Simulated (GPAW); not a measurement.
# How the form of the self-energy moves the gap of CdF2 (Fm-3m)

Wanted: the gap of CdF2 (Fm-3m) under several approximations, with cost.

Method: PBE and many-body steps on it, plane waves, in GPAW 26.7.0.

## (1) Starting point

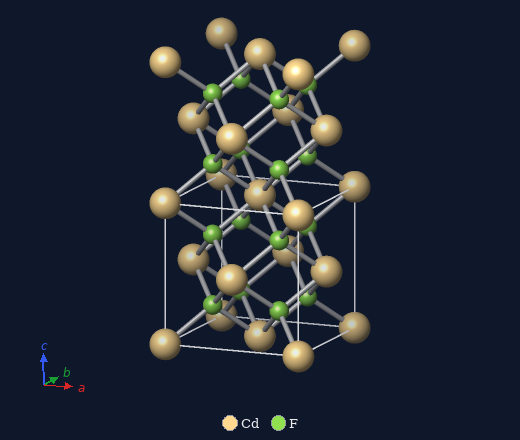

The cell as given, slightly off an axis (cadmium orange, fluorine green). 1×1×2 cells are drawn. This picture shows the conventional cell, with its axes. Some periodic images of atoms are drawn too.

As a file:

```cif
data_structure
_symmetry_space_group_name_H-M 'Fm-3m'
_symmetry_Int_Tables_number 225
_cell_length_a 5.3880
_cell_length_b 5.3880
_cell_length_c 5.3880
_cell_angle_alpha 90.000
_cell_angle_beta 90.000
_cell_angle_gamma 90.000
_cell_volume 156.42
loop_
_atom_site_label
_atom_site_type_symbol
_atom_site_symmetry_multiplicity
_atom_site_Wyckoff_symbol
_atom_site_fract_x
_atom_site_fract_y
_atom_site_fract_z
_atom_site_occupancy
Cd1 Cd 4 a 0.00000 0.00000 0.00000 1
F1 F 8 c 0.25000 0.75000 0.75000 1
```

The cell and positions come from the Crystallography Open Database and are kept as given unless a step says otherwise.

## (2) Empty states on the mesh, 6×6×6 mesh, 215 bands

This step: GPAW 26.7.0; DFT, PBE, plane waves, PAW.

The sums over transitions need many empty states on a uniform mesh; this step solves for them.

Contents of run.py:

```python
import json
import numpy as np
from gpaw.mpi import world
from gpaw import GPAW

calc = GPAW('gs.gpw').fixed_density(kpts={'size': (6, 6, 6), 'gamma': True},
    parallel={'domain': 1, 'band': 1},
    txt='nscf.txt')
calc.diagonalize_full_hamiltonian(nbands=215)
calc.write('full.gpw', mode='all')
res = {}
kpts = calc.get_ibz_k_points()
res['kpts'] = kpts
res['eigenvalues'] = [calc.get_eigenvalues(kpt=k) for k in range(len(kpts))]
res['n_electrons'] = calc.get_number_of_electrons()

if world.rank == 0:
    with open('result.json', 'w') as f:
        json.dump(res, f, default=lambda x: x.tolist())
```

The run is started by

```sh
$ mpirun -n 4 gpaw python run.py
```

Numbers of over 12 decimals in the logs are rounded to 6 here.

Output:

```text
Diagonalizing LCAO Hamiltonian
Converting LCAO to pw mode
convergence criteria:
- Maximum integral of absolute [eigenst]ate change: 4e-08 eV^2 / valence electron
maximum number of iterations: 100

SCF iterations
|iter     |     time |      energy | eigst |  dens |
|iter:   1|  |             | +0.49 |       |
|iter:   2|  |             | -0.93 |       |
|iter:   3|  |             | -2.48 |       |
|iter:   4|  |             | -3.88 |       |
|iter:   5|  |             | -5.47 |       |
|iter:   6|  |             | -6.74 |       |
|iter:   7|  |             | -7.69c|       |
SCF steps: 7
  __  _  _
 | _ |_)|_||  |
 |__||  | ||/\| - 26.7.0

Input parameters:
  mode=PW(ecut=600.0),
  convergence={'density': 1e-06, 'bands': -3},
  gpts=array([24, 24, 24]),
  kpts=MonkhorstPack(size=(6, 6, 6), gamma=True),
  maxiter=100,
  nbands=20,
  occupations=Occupations(name='fermi-dirac', width=0.001, fixmagmom=False),
  parallel={'domain': 1, 'band': 1},
  xc=XC(name='PBE')
Matrix size: 1315x1315
# Writing to full.gpw (mode='all')
  [... matrices ...]

timing:  # [seconds]
  Total: 12.239  # ━━━━━━━━━━━━━━━━━━━━━━━━━━━━━━━━━━━━━━━━━━━━━━━━━━━━━━━━━━
```

The job ended after 18 s (4 MPI ranks of Arm Neoverse V1, shared host; peak memory 1.4 GiB).

Numbers from this step:

* gap: 3.088 eV
* k of the valence top: 0.5, 0.3333, -0.1667
* k of the conduction bottom: 0, 0, 0
* least direct gap: 3.538 eV
* k points computed: 16
* lowest point of the top converged band, above the valence top: 164.7007 eV

On this mesh the gap is 3.088 eV.

## (3) G0W0, Godby-Needs plasmon pole

G0W0 replaces the xc potential by the self-energy, built once from these orbitals. Only a window of levels is corrected, while the sums run over the empty bands that the input names.

This step: G0W0 with a vertex from the rALDA kernel on PBE, plane waves, PAW.

Contents of run.py:

```python
import json
import numpy as np
from gpaw.mpi import world
from gpaw.response.g0w0 import G0W0

gw = G0W0('full.gpw',
    filename='gw',
    kpts=[0, 9],
    bands=(11, 15),
    ecut=175,
    nbands=205,
    integrate_gamma='WS',
    ppa=True,
    xc='rALDA',
    fxc_mode=None,
    fxc_modes=['GWP', 'GWS', 'GWG'],
    do_GW_too=True)
gw.calculate()
res = {mode: {k: v for k, v in r.items() if k != 'sigma_eskwn'}
       for mode, r in gw.all_results.items()}

if world.rank == 0:
    with open('result.json', 'w') as f:
        json.dump(res, f, default=lambda x: x.tolist())
```

The run is started by

```sh
$ mpirun -n 4 gpaw python run.py
```

Output:

```text
Using integrator: PointIntegrator
FrequencyGridDescriptor(from 0.000+0.000j to 0.000+27.211j eV, 2 points)
Nonperiodic BCs:  [False False False]
Using integrator: PointIntegrator
FrequencyGridDescriptor(from 0.000+0.000j to 0.000+27.211j eV, 2 points)
Nonperiodic BCs:  [False False False]
  ___  _ _ _
 |   || | | |
 | | || | | |
 |__ ||_____|
 |___|

BZ k-points: Symmetries present (total): 48

  [... matrices ...]
216 k-points: 6 x 6 x 6 Monkhorst-Pack grid + [1/12,1/12,1/12]
16 k-points in the irreducible part of the Brillouin zone
       k-points in crystal coordinates                weights
   0:     0.00000000    0.00000000    0.00000000          1/216
   1:     0.16666667    0.16666667    0.00000000          6/216
   2:     0.16666667    0.16666667    0.16666667          8/216
   3:     0.33333333    0.16666667    0.16666667         12/216
   4:     0.33333333    0.33333333   -0.33333333         12/216
   5:     0.33333333    0.33333333    0.00000000          6/216
   6:     0.33333333    0.33333333    0.16666667         24/216
   7:     0.33333333    0.33333333    0.33333333          8/216
   8:     0.50000000    0.33333333   -0.33333333         24/216
   9:     0.50000000    0.33333333   -0.16666667         12/216
          ...
  15:     0.50000000    0.50000000    0.50000000          4/216

Distributing spins, k-points and bands (1 x 2 x 4) over 4 processes
Number of blocks: 1

Quasi particle states:
k-points (IBZ indices): [0, 9]
Band range: (11, 15)
  [... matrices ...]
Computational parameters:
Plane wave cut-off: 175 eV
Number of bands: 205
Coulomb cutoff: None
Broadening: 0.1 eV

fxc modes: GW, GWG, GWP, GWS
Kernel: rALDA
Using Godby-Needs plasmon-pole approximation:
  Fitting energy: i*E0, E0 = 1.000 Hartree
Summing all q:

Calculating screened Coulomb potential
No Coulomb truncation
FrequencyGridDescriptor(from 0.000+0.000j to 0.000+27.211j eV, 2 points)
Removing empty qpoint cache files...

Calculating chi0 body with:
    Ground state adapter containing:
    Number of spins: 1
    Number of kpoints: 216
    Number of irreducible kpoints: 16
    Number of completely occupied states: 13
    Number of partially occupied states: 13
    Occupied states memory: 2.7421875 M / cpu

    Linear response parametrization:
    q_c: [1.3877787807814457e-17, 1.3877787807814457e-17, 1.3877787807814457e-17]
    Number of frequency points: 2
    Planewave cutoff: 175.0
    Number of bands: 205
    Number of planewaves: 181
    Broadening (eta): 1e-06
    comm.size: 4
    kncomm.size: 4
    blockcomm.size: 1

    Memory estimate of potentially large arrays:
        chi0_wGG: 0.999786 M / cpu
Integrating chi0 body.

Symmetries of q_c:
    Direct symmetries (Uq -> q): 48
    Indirect symmetries (TUq -> q): 0
In total 48 allowed symmetries.

  [... matrices ...]
16 groups of equivalent kpoints. 92.592593% reduction.

Integral kind: response function
Integrating chi0 head and wings.

Symmetries of q_c:
    Direct symmetries (Uq -> q): 48
    Indirect symmetries (TUq -> q): 0
In total 48 allowed symmetries.

  [... matrices ...]
16 groups of equivalent kpoints. 92.592593% reduction.

Integral kind: response function wings
Calculating rALDA kernel at 175.0 eV cutoff
q point 0 complete
q point 1 complete
q point 2 complete
q point 3 complete
q point 4 complete
q point 5 complete
q point 6 complete
q point 7 complete
q point 8 complete
q point 9 complete
q point 10 complete
[... the further q-points ...]

Results:
f:      Occupation numbers
eps:     KS-eigenvalues [eV]
vxc:     KS vxc [eV]
exx:     Exact exchange [eV]
sigma:   Self-energies [eV]
dsigma:  Self-energy derivatives
Z:       Renormalization factors
qp:      QP-energies [eV]

k-point 0 (0): (0.000, 0.000, 0.000)                GWP
band       f     eps     vxc     exx   sigma  dsigma       Z      qp
                                                                  GWP
  11   1.000   1.405 -27.817 -35.126   5.343  -0.264   0.791  -0.151
  12   1.000   1.405 -27.817 -35.126   5.343  -0.264   0.791  -0.150
  13   0.000   4.943 -13.685  -9.217  -3.511  -0.160   0.862   5.769
  14   0.000  14.525 -11.098  -5.510  -4.475  -0.175   0.851  15.471
                                                                  GWS
  11   1.000   1.405 -27.817 -35.126   5.106  -0.233   0.811  -0.383
  12   1.000   1.405 -27.817 -35.126   5.106  -0.233   0.811  -0.383
[...]
GWG
[...]
GW
[...]
k-point 1 (9): (0.500, 0.333, -0.167)                GWP
band       f     eps     vxc     exx   sigma  dsigma       Z      qp
                                                                  GWP
[...]
GWS
[...]
GWG
[...]
GW
[...]
12   1.000   1.855 -26.241 -33.425   5.336  -0.272   0.786   0.401
  13   0.000   9.937 -18.296 -12.292  -3.821  -0.177   0.849  11.791
  14   0.000  12.510 -13.660  -8.190  -3.999  -0.175   0.851  13.762
```

The job ended after 17 min (4 MPI ranks; peak memory 4.4 GiB).

Numbers from this step:

```
gap with the vertex in the polarisability    : 5.163 eV
gap with the vertex in the self-energy       : 5.946 eV
gap with the vertex in both                  : 5.684 eV
G0W0 gap on the points computed              : 5.468 eV
least direct G0W0 gap on the computed points : 6.204 eV
Z at the valence top                         : 0.7865
Z at the conduction bottom                   : 0.8681
starting gap on the mesh                     : 3.088 eV
k of the valence top                         : 0.5, 0.3333, -0.1667
k of the conduction bottom                   : 0, 0, 0
```

The gap on the mesh goes from 3.09 eV to 5.47 eV, a correction of +2.38 eV.

## (4) G0W0 with rALDA vertex

Edit run.py of step 3 so:

```diff
@@ -9,4 +9,4 @@
     bands=(11, 15),
-    ecut=175,
-    nbands=205,
+    ecut=105,
+    nbands=95,
     integrate_gamma='WS',
@@ -14,5 +14,3 @@
     xc='rALDA',
-    fxc_mode=None,
-    fxc_modes=['GWP', 'GWS', 'GWG'],
-    do_GW_too=True)
+    fxc_mode='GWG')
 gw.calculate()
```

The run is started by

```sh
$ mpirun -n 4 gpaw python run.py
```

Output:

```text
Using integrator: PointIntegrator
FrequencyGridDescriptor(from 0.000+0.000j to 0.000+27.211j eV, 2 points)
Nonperiodic BCs:  [False False False]
Using integrator: PointIntegrator
FrequencyGridDescriptor(from 0.000+0.000j to 0.000+27.211j eV, 2 points)
Nonperiodic BCs:  [False False False]
  ___  _ _ _
 |   || | | |
 | | || | | |
 |__ ||_____|
 |___|

BZ k-points: Symmetries present (total): 48

  [... matrices ...]
216 k-points: 6 x 6 x 6 Monkhorst-Pack grid + [1/12,1/12,1/12]
16 k-points in the irreducible part of the Brillouin zone
       k-points in crystal coordinates                weights
   0:     0.00000000    0.00000000    0.00000000          1/216
   1:     0.16666667    0.16666667    0.00000000          6/216
   2:     0.16666667    0.16666667    0.16666667          8/216
[...]
9:     0.50000000    0.33333333   -0.16666667         12/216
          ...
  15:     0.50000000    0.50000000    0.50000000          4/216

Distributing spins, k-points and bands (1 x 2 x 4) over 4 processes
Number of blocks: 1

Quasi particle states:
k-points (IBZ indices): [0, 9]
Band range: (11, 15)
  [... matrices ...]
Computational parameters:
Plane wave cut-off: 105 eV
Number of bands: 95
Coulomb cutoff: None
Broadening: 0.1 eV

fxc modes: GWG
Kernel: rALDA
Using Godby-Needs plasmon-pole approximation:
  Fitting energy: i*E0, E0 = 1.000 Hartree
Summing all q:

Calculating screened Coulomb potential
No Coulomb truncation
FrequencyGridDescriptor(from 0.000+0.000j to 0.000+27.211j eV, 2 points)
Removing empty qpoint cache files...

Calculating chi0 body with:
    Ground state adapter containing:
    Number of spins: 1
    Number of kpoints: 216
    Number of irreducible kpoints: 16
    Number of completely occupied states: 13
[...]
Linear response parametrization:
    q_c: [1.3877787807814457e-17, 1.3877787807814457e-17, 1.3877787807814457e-17]
    Number of frequency points: 2
    Planewave cutoff: 105.0
    Number of bands: 95
    Number of planewaves: 113
    Broadening (eta): 1e-06
    comm.size: 4
    kncomm.size: 4
    blockcomm.size: 1

    Memory estimate of potentially large arrays:
        chi0_wGG: 0.389679 M / cpu
Integrating chi0 body.

Symmetries of q_c:
    Direct symmetries (Uq -> q): 48
    Indirect symmetries (TUq -> q): 0
In total 48 allowed symmetries.

  [... matrices ...]
16 groups of equivalent kpoints. 92.592593% reduction.

Integral kind: response function
Integrating chi0 head and wings.

Symmetries of q_c:
    Direct symmetries (Uq -> q): 48
    Indirect symmetries (TUq -> q): 0
In total 48 allowed symmetries.

  [... matrices ...]
16 groups of equivalent kpoints. 92.592593% reduction.

Integral kind: response function wings
Calculating rALDA kernel at 105.0 eV cutoff
q point 0 complete
q point 1 complete
q point 2 complete
[...]
q point 9 complete
q point 10 complete
[... the further q-points ...]

Results:
f:      Occupation numbers
eps:     KS-eigenvalues [eV]
vxc:     KS vxc [eV]
exx:     Exact exchange [eV]
sigma:   Self-energies [eV]
dsigma:  Self-energy derivatives
Z:       Renormalization factors
qp:      QP-energies [eV]

k-point 0 (0): (0.000, 0.000, 0.000)                GWG
band       f     eps     vxc     exx   sigma  dsigma       Z      qp
                                                                  GWG
  11   1.000   1.405 -27.817 -35.126   5.401  -0.238   0.808  -0.137
  12   1.000   1.405 -27.817 -35.126   5.401  -0.238   0.808  -0.137
  13   0.000   4.943 -13.685  -9.217  -3.010  -0.138   0.878   6.224
[...]
k-point 1 (9): (0.500, 0.333, -0.167)                GWG
band       f     eps     vxc     exx   sigma  dsigma       Z      qp
                                                                  GWG
[...]
13   0.000   9.937 -18.296 -12.292  -3.349  -0.174   0.852  12.198
  14   0.000  12.510 -13.660  -8.190  -3.495  -0.154   0.866  14.221
```

Run time: 3.7 min. Hardware: 4 MPI ranks; peak memory 2.4 GiB; 15 min of CPU time.

Numbers from this step:

```
quasiparticle gap on the points computed              : 5.614 eV
least direct quasiparticle gap on the computed points : 6.361 eV
Z at the valence top                                  : 0.7950
Z at the conduction bottom                            : 0.8784
starting gap on the mesh                              : 3.088 eV
k of the valence top                                  : 0.5, 0.3333, -0.1667
k of the conduction bottom                            : 0, 0, 0
```

Against G0W0 in GPAW (6×6×6 mesh, 205 bands, screening to 175 eV, Godby-Needs plasmon pole), the gap moves by +0.145 eV.

## (5) Side by side

Times are wall times on 4 MPI ranks of Arm Neoverse V1, shared host, good to a factor of about two.

```
                           run   mesh  bands  screening cutoff (eV)  DFT gap (eV)  gap on the mesh (eV)  direct (eV)     time
G0W0, Godby-Needs plasmon pole  6×6×6    205                    175         3.088                 5.468        6.204   17 min
        G0W0 with rALDA vertex  6×6×6     95                    105         3.088                 5.614        6.361  3.7 min
```

## (6) Results

- G0W0, Godby-Needs plasmon pole: 5.468 eV
- G0W0 with rALDA vertex: 5.614 eV
- known limits: not at the basis limit; d shell near the gap, gap tends to lie low; no spin-orbit coupling

**Reading.** G0W0 with rALDA vertex: +0.145 eV against G0W0, Godby-Needs plasmon pole, at other bands or cutoff, so not like for like. With the rALDA kernel as a vertex the gap is 5.16 eV (in the polarisability), 5.95 eV (in the self-energy) and 5.68 eV (in both), against 5.47 eV without. Bands and cutoff are finite, so the gap is not at the basis limit. The miss can reach some tenths of an eV and take either sign; the mesh is an error of its own. These stock PAW sets were not made for GW. In the G0W0 runs levels were corrected at 2 k points alone, so a gap called «on the mesh» is the least over those, and an edge elsewhere would be missed. A d shell, filled or nearly so, lies near the gap. One-shot GW converges very slowly in bands there, not always from below, and on a semilocal start the gap tends to come out low; starts rich in exact exchange can overshoot instead. The many-body steps are scalar-relativistic: spin-orbit coupling is not in them.

[Paths, hosts, dates, memory and timing lines, banners, echoed tables and standing remarks are left out of the program output.]

[Logs are printed without paths, hosts, clocks, repeated set-up lines and the standing remarks that a program may print on its own settings, such as how far it seeks lower states.]

[Runs of the session that timed out or met a known fault of the program may be left out.]

[Hosts, paths, dates, database ids (printed as entryN), source tags and the programs' standing remarks are cut or masked in the printed files.]
